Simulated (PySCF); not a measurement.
# From one method to the next for Si2⁺

What do other methods print for Si2⁺?

Method: each script names its method and basis; program: PySCF 2.14.0.

7 further runs of the same task are left out: 7 that didn't finish.

**1. Where the work starts**

Si2⁺: 2 atoms, charge 1, spin multiplicity 2.

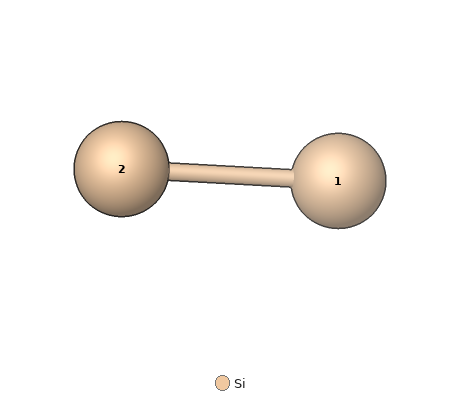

As it starts; silicon light orange; atoms are numbered from 1 in the order of the file.

**2. Base script**

Contents of input.py:

```python
from pyscf import gto, scf, cc

mol = gto.M(
    atom='Si 0 0 0; Si 0 0 2.33',
    basis='def2-svpd',
    charge=1,
    spin=1,
    symmetry=True,
    verbose=3,
)
mf = scf.UHF(mol)
mf.kernel()
mycc = cc.CCSD(mf, frozen=10)
mycc.kernel()
e = mycc.eaccsd(nroots=3)[0]
print('roots (eV) =', (e*27.211386).round(3))
mf.dip_moment()
print('orbital energies (hartree):', [e[max(0, n-3):n+3].round(4) for e, n in zip(mf.mo_energy, mol.nelec)])
```

Started as:

```
$ OMP_NUM_THREADS=1 python input.py
```

The log of this run is left out.

Base result: E(SCF) = -577.301279 Eh, E(CCSD) − E(SCF) = -0.13767 Eh, ⟨S²⟩ = 1.856, attachment roots -8.093, -7.662, -7.662 eV.

⟨S²⟩ = 1.86 against 0.75 for a pure state: the determinant is spin-contaminated. The bond length is a typed value, not an optimised one. Positive EA roots mean that the added electron is unbound. The dipole of an ion depends on the origin.

**3. CISD**

Edit 1 changes step after the SCF: eomea → cisd.

Contents of input.py:

```python
from pyscf import gto, scf, ci

mol = gto.M(
    atom='Si 0 0 0; Si 0 0 2.33',
    basis='def2-svpd',
    charge=1,
    spin=1,
    symmetry=True,
    verbose=3,
)
mf = scf.UHF(mol)
mf.kernel()
ci.CISD(mf, frozen=10).kernel()
mf.dip_moment()
print('orbital energies (hartree):', [e[max(0, n-3):n+3].round(4) for e, n in zip(mf.mo_energy, mol.nelec)])
```

Started as:

```
$ OMP_NUM_THREADS=1 python input.py
```

Log:

```text
converged SCF energy = -577.301279322075  <S^2> = 1.8562017  2S+1 = 2.9025517
E(UCISD) = -577.4304512831493  E_corr = -0.1291719610739839

WARN: System has nonzero charge 1; the dipole moment is origin-dependent.
Location of origin: [0. 0. 0.]

Dipole moment(X, Y, Z, Debye):  0.00000,  0.00000,  5.59573
orbital energies (hartree): [array([-0.6904, -0.5373, -0.5373, -0.2453, -0.2036, -0.2036]), array([-0.8804, -0.7227, -0.5799, -0.2194, -0.2194, -0.1365])]
```

It took 1.2 s on 1 thread of Arm Neoverse V2, shared host.

This run: E(SCF) = -577.301279 Eh (no change), E(CISD) − E(SCF) = -0.12917 Eh, ⟨S²⟩ = 1.856.

**4. MP2**

Edit 2 changes step after the SCF: eomea → mp2.

Contents of input.py:

```python
from pyscf import gto, scf, mp

mol = gto.M(
    atom='Si 0 0 0; Si 0 0 2.33',
    basis='def2-svpd',
    charge=1,
    spin=1,
    symmetry=True,
    verbose=3,
)
mf = scf.UHF(mol)
mf.kernel()
mp.MP2(mf, frozen=10).kernel()
mf.dip_moment()
print('orbital energies (hartree):', [e[max(0, n-3):n+3].round(4) for e, n in zip(mf.mo_energy, mol.nelec)])
```

Started as:

```
$ OMP_NUM_THREADS=1 python input.py
```

Log:

```text
converged SCF energy = -577.301279322075  <S^2> = 1.8562017  2S+1 = 2.9025517
E(UMP2) = -577.403313478217  E_corr = -0.102034156141766
E(SCS-UMP2) = -577.402420367725  E_corr = -0.101141045649226

WARN: System has nonzero charge 1; the dipole moment is origin-dependent.
Location of origin: [0. 0. 0.]

Dipole moment(X, Y, Z, Debye):  0.00000,  0.00000,  5.59573
orbital energies (hartree): [array([-0.6904, -0.5373, -0.5373, -0.2453, -0.2036, -0.2036]), array([-0.8804, -0.7227, -0.5799, -0.2194, -0.2194, -0.1365])]
```

Run time: 0.74 s. Hardware: 1 thread of Arm Neoverse V2, shared host.

Result: E(SCF) = -577.301279 Eh (no change), E(MP2) − E(SCF) = -0.10203 Eh, ⟨S²⟩ = 1.856.

**5. Hcth407 (UKS)**

Edit 3 changes functional: none (Hartree–Fock) → hcth407; SCF type: UHF → UKS; step after the SCF: eomea → analyze.

Contents of input.py:

```python
from pyscf import gto, dft

mol = gto.M(
    atom='Si 0 0 0; Si 0 0 2.33',
    basis='def2-svpd',
    charge=1,
    spin=1,
    symmetry=True,
    verbose=3,
)
mf = dft.UKS(mol, xc='hcth407')
mf.kernel()
mf.analyze()
print('orbital energies (hartree):', [e[max(0, n-3):n+3].round(4) for e, n in zip(mf.mo_energy, mol.nelec)])
```

Started as:

```
$ OMP_NUM_THREADS=1 python input.py
```

Log:

```text
converged SCF energy = -578.41127988468  <S^2> = 1.7802113  2S+1 = 2.8497097
TODO: total wave-function symmetry for Dooh
alpha occupancy for each irrep:    A1g E1gx E1gy  A1u E1uy E1ux E2gx E2gy E2uy E2ux
                                     4    1    1    4    2    2    0    0    0    0
beta  occupancy for each irrep:    A1g E1gx E1gy  A1u E1uy E1ux E2gx E2gy E2uy E2ux
                                     5    1    1    4    1    1    0    0    0    0
**** MO energy ****
alpha MO #1 (A1u #1), energy= -65.6729456198902 occ= 1
alpha MO #2 (A1g #1), energy= -65.6728519915009 occ= 1
alpha MO #3 (A1g #2), energy= -5.40504012331177 occ= 1
alpha MO #4 (A1u #2), energy= -5.40500626033216 occ= 1
alpha MO #5 (E1uy #1), energy= -3.82428369368766 occ= 1
alpha MO #6 (E1ux #1), energy= -3.82428369368766 occ= 1
alpha MO #7 (E1gx #1), energy= -3.824279986264 occ= 1
alpha MO #8 (E1gy #1), energy= -3.824279986264 occ= 1
alpha MO #9 (A1g #3), energy= -3.81883139101315 occ= 1
alpha MO #10 (A1u #3), energy= -3.81828416369865 occ= 1
alpha MO #11 (A1g #4), energy= -0.727223921294228 occ= 1
alpha MO #12 (A1u #4), energy= -0.578732648952975 occ= 1
alpha MO #13 (E1uy #2), energy= -0.441451308837188 occ= 1
alpha MO #14 (E1ux #2), energy= -0.441451308837188 occ= 1
alpha MO #15 (A1g #5), energy= -0.418042570894851 occ= 0
alpha MO #16 (E1gx #2), energy= -0.340071601651683 occ= 0
alpha MO #17 (E1gy #2), energy= -0.340071601651683 occ= 0
alpha MO #18 (A1u #5), energy= -0.216196740519859 occ= 0
alpha MO #19 (A1g #6), energy= -0.151180048829745 occ= 0
alpha MO #20 (E2gx #1), energy= -0.130615198470171 occ= 0
alpha MO #21 (E2gy #1), energy= -0.130615198470171 occ= 0
alpha MO #22 (A1g #7), energy= -0.106352843681454 occ= 0
alpha MO #23 (E1uy #3), energy= -0.104162746523045 occ= 0
alpha MO #24 (E1ux #3), energy= -0.104162746523045 occ= 0
alpha MO #25 (A1u #6), energy= -0.0766274068085266 occ= 0
alpha MO #26 (E2uy #1), energy= -0.0425592149995839 occ= 0
alpha MO #27 (E2ux #1), energy= -0.0425592149995839 occ= 0
alpha MO #28 (E1gx #3), energy= -0.0338712829770286 occ= 0
alpha MO #29 (E1gy #3), energy= -0.0338712829770286 occ= 0
alpha MO #30 (A1u #7), energy= 0.0129324762533264 occ= 0
alpha MO #31 (A1g #8), energy= 0.134372422727862 occ= 0
alpha MO #32 (E1uy #4), energy= 0.137595640142357 occ= 0
alpha MO #33 (E1ux #4), energy= 0.137595640142357 occ= 0
alpha MO #34 (A1u #8), energy= 0.216509118829132 occ= 0
alpha MO #35 (A1g #9), energy= 0.236264788417084 occ= 0
alpha MO #36 (E1uy #5), energy= 0.242229417812607 occ= 0
alpha MO #37 (E1ux #5), energy= 0.242229417812607 occ= 0
alpha MO #38 (E2gx #2), energy= 0.271746513413242 occ= 0
alpha MO #39 (E2gy #2), energy= 0.271746513413242 occ= 0
alpha MO #40 (E2uy #2), energy= 0.307671438989993 occ= 0
alpha MO #41 (E2ux #2), energy= 0.307671438989993 occ= 0
alpha MO #42 (E1gx #4), energy= 0.333167719937415 occ= 0
alpha MO #43 (E1gy #4), energy= 0.333167719937415 occ= 0
alpha MO #44 (A1g #10), energy= 0.364231305199485 occ= 0
alpha MO #45 (E1gx #5), energy= 0.369952320844722 occ= 0
alpha MO #46 (E1gy #5), energy= 0.369952320844722 occ= 0
alpha MO #47 (A1u #9), energy= 0.426135145526016 occ= 0
alpha MO #48 (A1u #10), energy= 0.690273393159461 occ= 0
beta  MO #1 (A1u #1), energy= -65.6719940025488 occ= 1
beta  MO #2 (A1g #1), energy= -65.6719005520902 occ= 1
beta  MO #3 (A1g #2), energy= -5.404765495583 occ= 1
beta  MO #4 (A1u #2), energy= -5.40473280647548 occ= 1
beta  MO #5 (E1uy #1), energy= -3.82194078814091 occ= 1
beta  MO #6 (E1ux #1), energy= -3.82194078814091 occ= 1
beta  MO #7 (E1gx #1), energy= -3.82193061049934 occ= 1
beta  MO #8 (E1gy #1), energy= -3.82193061049934 occ= 1
beta  MO #9 (A1g #3), energy= -3.82112912278117 occ= 1
beta  MO #10 (A1u #3), energy= -3.82055006327232 occ= 1
beta  MO #11 (A1g #4), energy= -0.697278985380222 occ= 1
beta  MO #12 (A1u #4), energy= -0.571525354091319 occ= 1
beta  MO #13 (A1g #5), energy= -0.448893899986064 occ= 1
beta  MO #14 (E1uy #2), energy= -0.408837034892926 occ= 0
beta  MO #15 (E1ux #2), energy= -0.408837034892926 occ= 0
beta  MO #16 (E1gx #2), energy= -0.314288227874712 occ= 0
beta  MO #17 (E1gy #2), energy= -0.314288227874712 occ= 0
beta  MO #18 (A1g #6), energy= -0.23098890747508 occ= 0
beta  MO #19 (A1u #5), energy= -0.201484664653123 occ= 0
beta  MO #20 (E2gx #1), energy= -0.177560449703985 occ= 0
beta  MO #21 (E2gy #1), energy= -0.177560449703985 occ= 0
beta  MO #22 (E1uy #3), energy= -0.117698694874094 occ= 0
beta  MO #23 (E1ux #3), energy= -0.117698694874094 occ= 0
beta  MO #24 (A1u #6), energy= -0.116300716069975 occ= 0
beta  MO #25 (A1g #7), energy= -0.0724152030446284 occ= 0
beta  MO #26 (E2uy #1), energy= -0.0640414800863226 occ= 0
beta  MO #27 (E2ux #1), energy= -0.0640414800863226 occ= 0
beta  MO #28 (E1gx #3), energy= -0.0116451769914615 occ= 0
beta  MO #29 (E1gy #3), energy= -0.0116451769914615 occ= 0
beta  MO #30 (A1u #7), energy= 0.0137989874172989 occ= 0
beta  MO #31 (E1uy #4), energy= 0.100048767011007 occ= 0
beta  MO #32 (E1ux #4), energy= 0.100048767011007 occ= 0
beta  MO #33 (A1g #8), energy= 0.16947186978376 occ= 0
beta  MO #34 (A1u #8), energy= 0.220539432128011 occ= 0
beta  MO #35 (A1g #9), energy= 0.224440790899267 occ= 0
beta  MO #36 (E1uy #5), energy= 0.227389381839453 occ= 0
beta  MO #37 (E1ux #5), energy= 0.227389381839453 occ= 0
beta  MO #38 (E1gx #4), energy= 0.287835038529606 occ= 0
beta  MO #39 (E1gy #4), energy= 0.287835038529606 occ= 0
beta  MO #40 (E2gx #2), energy= 0.300142315482403 occ= 0
beta  MO #41 (E2gy #2), energy= 0.300142315482403 occ= 0
beta  MO #42 (A1g #10), energy= 0.344112615872064 occ= 0
beta  MO #43 (E2uy #2), energy= 0.351486871733653 occ= 0
beta  MO #44 (E2ux #2), energy= 0.351486871733653 occ= 0
beta  MO #45 (E1gx #5), energy= 0.384888835621956 occ= 0
beta  MO #46 (E1gy #5), energy= 0.384888835621956 occ= 0
beta  MO #47 (A1u #9), energy= 0.405076624753182 occ= 0
beta  MO #48 (A1u #10), energy= 0.644230260156484 occ= 0
 ** Mulliken pop alpha/beta on meta-lowdin orthogonal AOs **
 ** Mulliken atomic charges   ( Nelec_alpha | Nelec_beta ) **
charge of  0Si =      0.50000  (     7.00000      6.50000 )
charge of  1Si =      0.50000  (     7.00000      6.50000 )

WARN: System has nonzero charge 1; the dipole moment is origin-dependent.
Location of origin: [0. 0. 0.]

Dipole moment(X, Y, Z, Debye):  0.00000,  0.00000,  5.59573
orbital energies (hartree): [array([-0.5787, -0.4415, -0.4415, -0.418 , -0.3401, -0.3401]), array([-0.6973, -0.5715, -0.4489, -0.4088, -0.4088, -0.3143])]
```

Wall time 2.3 s (1 thread of Arm Neoverse V2, shared host).

Outcome: E(SCF) = -578.411280 Eh, ⟨S²⟩ = 1.780.

⟨S²⟩ = 1.78 against 0.75 for a pure state: the determinant is spin-contaminated.

**6. All runs together**

```tsv
run	E(SCF) (hartree)	from base (eV)	gap, α spin (eV)	after the SCF
base	-577.301279	0	7.95	CCSD correlation -3.746 eV, core frozen, first root -8.09 eV
CISD	-577.301279	0.0000	7.95	CISD correlation -3.515 eV, core frozen
MP2	-577.301279	0.0000	7.95	MP2 correlation -2.776 eV, core frozen
hcth407 (UKS)	-578.411280	not comparable	0.64	n/a
```

Wall time on 1 thread of Arm Neoverse V2, shared host, start-up included: base 2.3 s; CISD 1.2 s; MP2 0.74 s; hcth407 (UKS) 2.3 s.

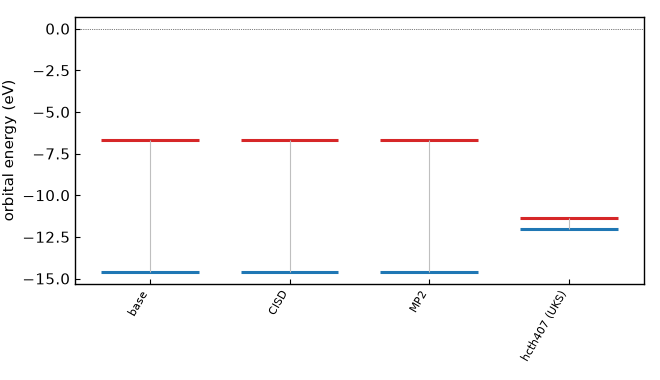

Frontier levels by run: filled blue, empty red. Open-shell runs show the α spin alone.

What this shows: On the same reference and core, CISD gains 3.51 eV in 1.2 s; MP2 reaches 79 % of that in 0.74 s. Total energies of different functionals can't be compared with each other; differences within one functional can.
